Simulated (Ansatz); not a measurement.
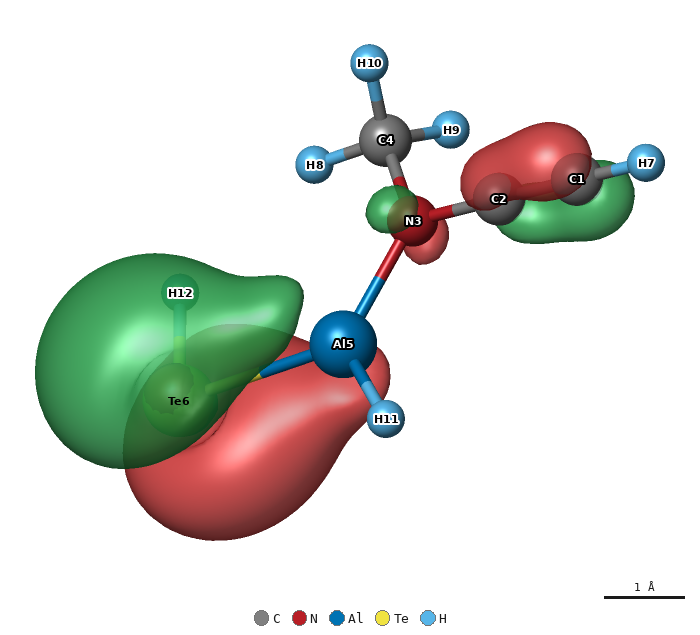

*C$_{3}$H$_{6}$AlNTe. The HOMO−1 at ±0.1 Å⁻³ᐟ² (green and red are the two phases), seen at an oblique angle.*

Core potentials replace the inner electrons of Te.

Method: Ansatz, RKS B3LYP/def2-SVP.

The calculation's input:

```
crystal:
  periodic: [false, false, false]
  atoms:
    - { symbol: C, position_ang: [0.1956, -0.879, -2.8194] }
    - { symbol: C, position_ang: [0.1586, -0.4474, -1.6911] }
    - { symbol: "N", position_ang: [0.1479, 0.0101, -0.3772] }
    - { symbol: C, position_ang: [1.5087, 0.1488, 0.3652] }
    - { symbol: Al, position_ang: [-1.4768, 0.449, 0.4639] }
    - { symbol: Te, position_ang: [-1.4925, 1.3125, 2.949] }
    - { symbol: H, position_ang: [0.1605, -1.1738, -3.8286] }
    - { symbol: H, position_ang: [1.48243, -0.52946, 1.24544] }
    - { symbol: H, position_ang: [1.69579, 1.11974, 0.65183] }
    - { symbol: H, position_ang: [2.29406, -0.22191, -0.37573] }
    - { symbol: H, position_ang: [-2.8605, 0.3048, -0.3009] }
    - { symbol: H, position_ang: [-1.5948, -0.3341, 3.5261] }
basis:
  gaussian: { orbitals: def2-SVP }
hamiltonian:
  xc: b3lyp
relax:
  f_tol: 0.015
  max_steps: 40
output:
  orbitals: {}
```

Run with:

```sh
ansatz run input.yaml --threads 2 --pin off --max-ram 3072MiB --backend cpu --events-out ev --progress --plain --runs-dir out
```

The fields are those of the relaxed geometry.

> Where does this orbital lie, and at what energy?

Its weight (Hirshfeld) is mainly on Te6 (about 75 %) and Al5 (about 10 %). Its energy is −6.64 eV.
